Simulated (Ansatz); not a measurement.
**One shape, several levels: singlet CHClGeNO+**

Aim: a comparison of 6 runs (HF/def2-SVP, BHLYP/def2-SVP, BLYP/def2-SVP, PBE/def2-SVP, wB97M-V/def2-SVP, wB97X/def2-SVP) of singlet CHClGeNO+. 

Program for the calculation: Ansatz 0.2.0.

123 further runs of the same task are left out: 123 set aside as unsound or not needed.

## Step 1: The structure to begin with

CHClGeNO+ has 6 atoms, charge +1, and is taken as a singlet. SMILES of the parent species: `O=C=[N][GeH][Cl]`. The shape is that of a PBE0-D4/def2-TZVP optimisation. This is one conformer, not always the lowest. That shape belongs to the parent species and isn't relaxed for this state.

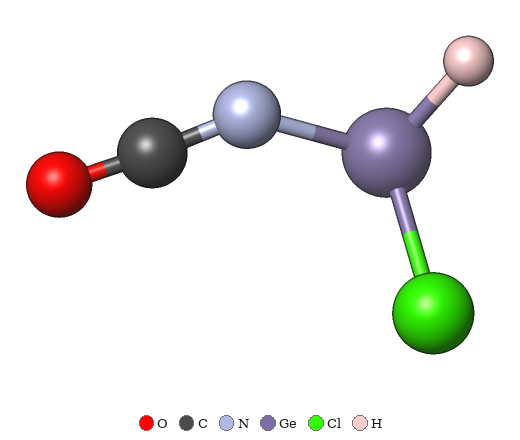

The structure, seen from a chosen angle (oxygen red, carbon dark grey, nitrogen light blue, germanium purple, chlorine green, hydrogen pink).

## Step 2: The energy at HF/def2-SVP (run 1)

The input, input.yaml:

```yaml
crystal:
  periodic: [false, false, false]
  atoms:
    - symbol: O
      position_ang: [0.024100, -1.617100, -2.245100]
    - symbol: C
      position_ang: [-0.242900, -1.020000, -1.284700]
    - symbol: "N"
      position_ang: [-0.575200, -0.454300, -0.273000]
    - symbol: Ge
      position_ang: [-0.153300, 1.067300, 0.651100]
    - symbol: Cl
      position_ang: [1.946900, 0.976200, 1.132800]
    - symbol: H
      position_ang: [-0.957700, 0.983900, 1.972700]
basis:
  gaussian: {orbitals: def2-SVP}
total_charge: 1
magnetization: {spin_polarized: false}
accuracy: high
hamiltonian: {xc: hf}
output: {orbitals: {seedname: orbitals}}
```

On the command line:

```
$ ansatz run input.yaml --threads 1 --pin off --max-ram 3480MiB --events-out events.jsonl --progress --plain --runs-dir runs
```

The log of the run:

```text
Warning: RAYON_NUM_THREADS=1 ignored (pool sized by the plan → 1); use --threads N
Functional definition: HF
  name "HF"
  exchange = exact_x
  correlation = 0
1962 factors; integrals over basis functions are off by at most 4.4e-9 eV
mean field evaluation 1: about -73513.9048 eV, gradient 4.9e1 eV
mean field evaluation 2: about -73514.0137 eV, gradient 4.9e1 eV
mean field evaluation 4: about -73519.7198 eV, gradient 4.4e0 eV
mean field evaluation 8: about -73519.7984 eV, gradient 6.1e-1 eV
mean field evaluation 16: about -73519.8006 eV, gradient 3.3e-7 eV
mean field -73519.80063161 eV, -2701.8028397008 hartree, gradient 2.4e-8 eV, S^2 0.000000; 0 other end points of the search recorded, 0 dependent functions left out
reference -73519.80063161 eV, -2701.8028397008 hartree; 35, 35 occupied and 62, 62 virtual orbitals, 1962 factors
Total energy: -73519.80063161 eV, -2701.8028397008 hartree
```

Run time: 4.2 s. Hardware: 1 thread of Arm Neoverse V1, shared host; peak memory 0.3 GiB.

## Step 3: The energy at BHLYP/def2-SVP (run 2)

The input, molecule.yaml:

```yaml
crystal:
  periodic: [false, false, false]
  atoms:
    - symbol: O
      position_ang: [0.024100, -1.617100, -2.245100]
    - symbol: C
      position_ang: [-0.242900, -1.020000, -1.284700]
    - symbol: N
      position_ang: [-0.575200, -0.454300, -0.273000]
    - symbol: Ge
      position_ang: [-0.153300, 1.067300, 0.651100]
    - symbol: Cl
      position_ang: [1.946900, 0.976200, 1.132800]
    - symbol: H
      position_ang: [-0.957700, 0.983900, 1.972700]
basis:
  gaussian: {orbitals: def2-SVP}
total_charge: 1
hamiltonian: {xc: {name: BHLYP}}
accuracy: high
output: {orbitals: {seedname: orbitals}}
```

On the command line:

```
$ ansatz run molecule.yaml --threads 1 --pin off --max-ram 3480MiB --events-out events.jsonl --progress --plain --runs-dir runs
```

The log of the run:

```text
Warning: RAYON_NUM_THREADS=1 ignored (pool sized by the plan → 1); use --threads N
Functional definition: BHLYP
  name "BHLYP"
  parameter a = 0.5
  exchange = (1 - a)*b88_x + a*exact_x
  correlation = lyp_c
1962 factors; integrals over basis functions are off by at most 4.4e-9 eV
mean field evaluation 1: about -73595.6537 eV, gradient 6.4e1 eV
mean field evaluation 2: about -73569.3072 eV, gradient 1.1e2 eV
mean field evaluation 4: about -73604.3677 eV, gradient 9.5e0 eV
mean field evaluation 8: about -73604.9582 eV, gradient 1.7e0 eV
mean field evaluation 16: about -73604.9661 eV, gradient 3.6e-3 eV
mean field evaluation 32: about -73604.9661 eV, gradient 9.6e-8 eV
mean field -73604.96605832 eV, -2704.9326114053 hartree, gradient 9.6e-8 eV, S^2 0.000000; 0 other end points of the search recorded, 0 dependent functions left out
reference -73604.96608181 eV, -2704.9326122685 hartree; 35, 35 occupied and 62, 62 virtual orbitals, 1962 factors
Total energy: -73604.96608181 eV, -2704.9326122685 hartree
```

Run time: 13 s. Hardware: 1 thread of Arm Neoverse V1, shared host; peak memory 0.36 GiB.

Run 3 isn't shown in full; the table further down has it.

## Step 4: A single-point energy at PBE/def2-SVP (run 4)

The input, in.yaml:

```yaml
crystal:
  periodic: [false, false, false]
  atoms:
    - {symbol: O, position_ang: [0.024100, -1.617100, -2.245100]}
    - {symbol: C, position_ang: [-0.242900, -1.020000, -1.284700]}
    - {symbol: N, position_ang: [-0.575200, -0.454300, -0.273000]}
    - {symbol: Ge, position_ang: [-0.153300, 1.067300, 0.651100]}
    - {symbol: Cl, position_ang: [1.946900, 0.976200, 1.132800]}
    - {symbol: H, position_ang: [-0.957700, 0.983900, 1.972700]}
basis:
  gaussian:
    orbitals: def2-SVP
total_charge: 1
hamiltonian:
  xc: pbe
accuracy: high
output: {orbitals: {seedname: orbitals}}
```

On the command line:

```
$ ansatz run in.yaml --threads 1 --pin off --max-ram 3480MiB --events-out events.jsonl --progress --plain --runs-dir runs
```

The log of the run:

```text
Warning: RAYON_NUM_THREADS=1 ignored (pool sized by the plan → 1); use --threads N
Functional definition: PBE
  name "PBE"
  parameter kappa = 0.804
  parameter beta = 0.06672455060314922
  exchange = pbe_x(kappa = kappa, mu = beta*pi^2/3)
  correlation = pbe_c(beta = beta)
1962 factors; integrals over basis functions are off by at most 4.4e-9 eV
mean field evaluation 1: about -73575.3599 eV, gradient 8.2e1 eV
mean field evaluation 2: about -73443.5911 eV, gradient 2.0e2 eV
mean field evaluation 4: about -73587.0535 eV, gradient 3.1e1 eV
mean field evaluation 8: about -73590.1567 eV, gradient 2.2e0 eV
mean field evaluation 16: about -73590.1660 eV, gradient 1.3e-3 eV
mean field -73590.16596662 eV, -2704.3887180673 hartree, gradient 2.1e-8 eV, S^2 0.000000; 0 other end points of the search recorded, 0 dependent functions left out
reference -73590.16596923 eV, -2704.3887181631 hartree; 35, 35 occupied and 62, 62 virtual orbitals, 1962 factors
Total energy: -73590.16596923 eV, -2704.3887181631 hartree
```

Wall time 7.2 s (1 thread of Arm Neoverse V1, shared host); peak memory 0.23 GiB.

Run 5 isn't shown in full; the table further down has it.

## Step 5: A single-point energy at wB97X/def2-SVP (run 6)

The input, molecule.yaml:

```yaml
crystal:
  periodic: [false, false, false]
  atoms:
    - {symbol: O, position_ang: [0.024100, -1.617100, -2.245100]}
    - {symbol: C, position_ang: [-0.242900, -1.020000, -1.284700]}
    - {symbol: "N", position_ang: [-0.575200, -0.454300, -0.273000]}
    - {symbol: Ge, position_ang: [-0.153300, 1.067300, 0.651100]}
    - {symbol: Cl, position_ang: [1.946900, 0.976200, 1.132800]}
    - {symbol: H, position_ang: [-0.957700, 0.983900, 1.972700]}
basis:
  gaussian: {orbitals: def2-SVP}
total_charge: 1
hamiltonian: {xc: {name: wB97X}}
accuracy: high
output: {orbitals: {seedname: orbitals}}
```

On the command line:

```
$ ansatz run molecule.yaml --threads 1 --pin off --max-ram 3480MiB --events-out events.jsonl --progress --plain --runs-dir runs
```

The log of the run:

```text
Warning: RAYON_NUM_THREADS=1 ignored (pool sized by the plan → 1); use --threads N
Functional definition: wB97X
  name "wB97X"
  parameter omega = 0.3/bohr
  parameter cx = 0.157706
  parameter cx1 = 0.726479
  parameter cx2 = 1.04760
  parameter cx3 = -5.70635
  parameter cx4 = 13.2794
  parameter css1 = -4.33879
  parameter css2 = 18.2308
  parameter css3 = -31.7430
  parameter css4 = 17.2901
  parameter cos1 = 2.37031
  parameter cos2 = -11.3995
  parameter cos3 = 6.58405
  parameter cos4 = -3.78132
  exchange = spin_sum(e_x_unif_sr(omega)*poly(b97_u_x, 1 - cx, cx1, cx2, cx3, cx4)) + cx*exact_x_sr(omega)
      + exact_x_lr(omega)
  correlation = spin_sum(e_c_pw_same_spin*poly(b97_u_same, 1, css1, css2, css3, css4))
      + integral(e_c_pw_opposite_spin*poly(b97_u_opposite, 1, cos1, cos2, cos3, cos4))
1962 factors; integrals over basis functions are off by at most 4.4e-9 eV
346 factors; integrals over basis functions are off by at most 2.0e-9 eV
mean field evaluation 1: about -73598.5038 eV, gradient 6.5e1 eV
mean field evaluation 2: about -73585.4776 eV, gradient 1.0e2 eV
mean field evaluation 4: about -73607.7227 eV, gradient 7.6e0 eV
mean field evaluation 8: about -73607.9684 eV, gradient 7.2e-1 eV
mean field evaluation 16: about -73607.9710 eV, gradient 4.5e-3 eV
mean field evaluation 32: about -73607.9710 eV, gradient 9.2e-8 eV
mean field -73607.97102174 eV, -2705.0430417741 hartree, gradient 9.2e-8 eV, S^2 0.000000; 0 other end points of the search recorded, 0 dependent functions left out
reference -73607.97101942 eV, -2705.0430416891 hartree; 35, 35 occupied and 62, 62 virtual orbitals, 1962 factors
Total energy: -73607.97101942 eV, -2705.0430416891 hartree
```

Run time: 38 s. Hardware: 1 thread of Arm Neoverse V1, shared host; peak memory 0.57 GiB.

## Step 6: All runs side by side

```csv
run,level,energy (Eh),HOMO energy (eV),LUMO energy (eV),HOMO–LUMO gap (eV),wall time
1,HF/def2-SVP,-2701.802840,-17.87,-8.15,9.71,4.2 s
2,BHLYP/def2-SVP,-2704.932612,-15.85,-10.36,5.50,13 s
3,BLYP/def2-SVP,-2705.099881,-13.05,-11.48,1.58,8.1 s
4,PBE/def2-SVP,-2704.388718,-13.24,-11.61,1.63,7.2 s
5,wB97M-V/def2-SVP,-2704.872309,-16.74,-9.13,7.61,1.7 min
6,wB97X/def2-SVP,-2705.043042,-16.88,-9.19,7.69,38 s
```

## Step 7: Outcome

| quantity | value |
| --- | --- |
| run 6: total energy | -2705.04304 Eh |
| run 6: HOMO energy | -16.88 eV |
| run 6: LUMO energy | -9.19 eV |
| run 6: HOMO–LUMO gap | 7.69 eV |

The HOMO–LUMO gap runs from 1.58 eV (BLYP/def2-SVP) to 9.71 eV (HF/def2-SVP). Exact exchange widens orbital gaps. Totals of different functionals can't be ranked against each other. All runs together took 2.9 min, the longest 1.7 min.
